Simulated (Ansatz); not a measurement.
**HF···C₂H₄ (SMILES F.C=C): density, localisation and related maps**

```xyz
8

F     1.0519   -0.5442   -2.0750
H     0.6420   -0.3316   -1.2649
C    -0.8090    0.3766    0.2252
C     0.2469   -0.0860    0.8831
H    -1.6468   -0.2643   -0.0280
H    -0.8796    1.4158   -0.0779
H     1.0809    0.5568    1.1437
H     0.3137   -1.1232    1.1936
```

Geometry: PBE0-D4/def2-TZVP.

Computed with Ansatz, RKS PBE0-D4/def2-TZVPPD.

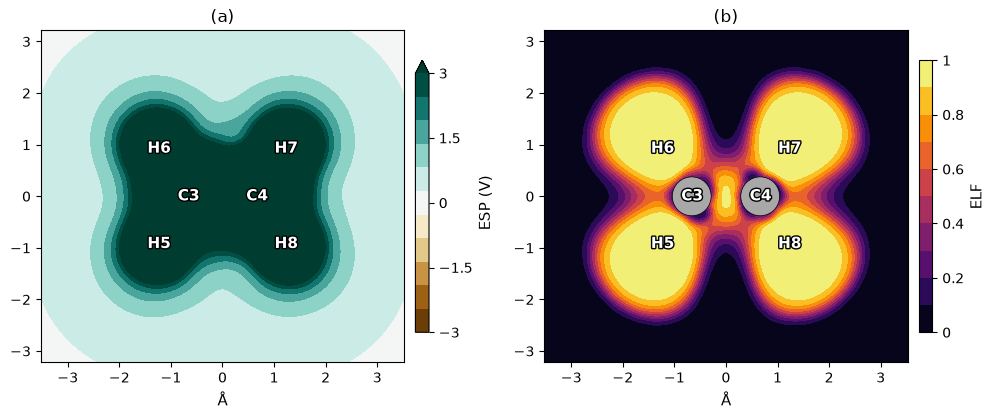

Figure 1. (a) electrostatic potential; (b) electron localisation function on the plane of atoms C3, C4 and H8. Grey discs cover the atomic cores in the ELF map.

Question: Read the bonding off the picture.

Answer:
- Atoms in the plane: C and H.
- C–C (1.33 Å): the ELF peaks at about 0.90 between the atoms (a short, multiple covalent bond).
- C–H (1.08 Å): the ELF climbs to about 1 towards the hydrogen, as it does in any bond to H (a covalent bond by its length).
- The potential has no marked negative region in this plane.

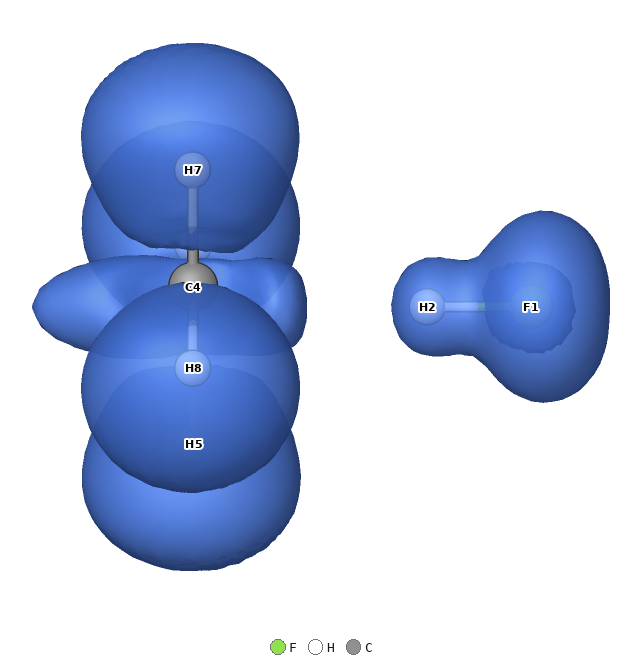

Figure 2. Isosurface of the ELF at 0.75 (blue), seen from one side. Only the valence region is drawn (cores and ρ < 0.01 e/Å³ removed).

Question: Where are the electrons localised?

Answer: The surface consists of one region between bonded C–C atoms (shared pairs), four regions around hydrogen nuclei and one joined region spread over several atoms (F, H), in which their bonds and any lone pairs are merged. Profiles from the grid: C3···H2 (2.20 Å): the ELF dips to about 0.15 between them.

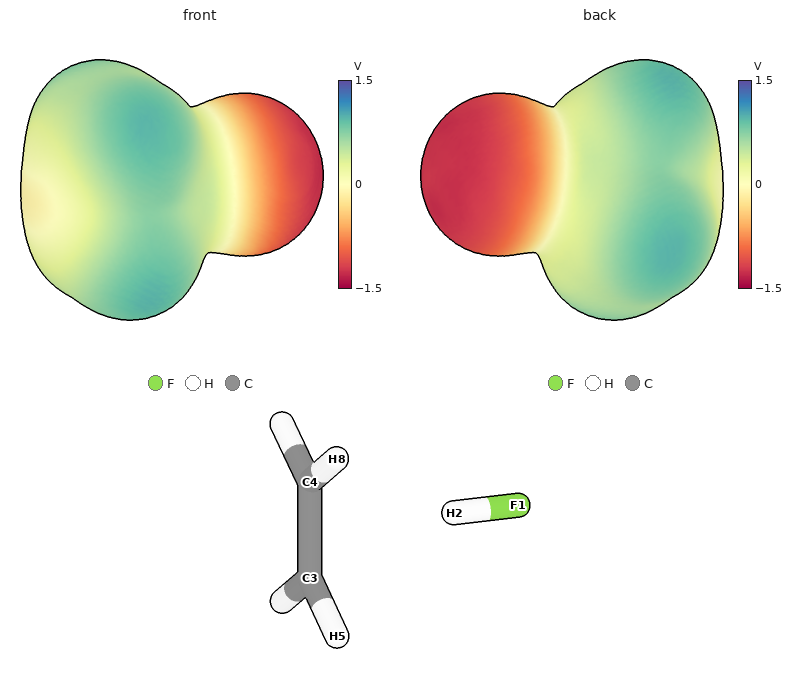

Figure 3. The molecular electrostatic potential painted on the density surface at 0.001 e/bohr³, seen from the front and from behind; red is negative and blue positive. The bare structure is drawn below in the same view.

Question: Which sites attract a positive test charge, and which a negative one?

Answer: A positive charge is drawn to the negative regions and a negative charge to the positive ones. The most negative region (about −1.3 V) lies over F1, the most positive (about +1.0 V) over H5, H6, H7 and H8.
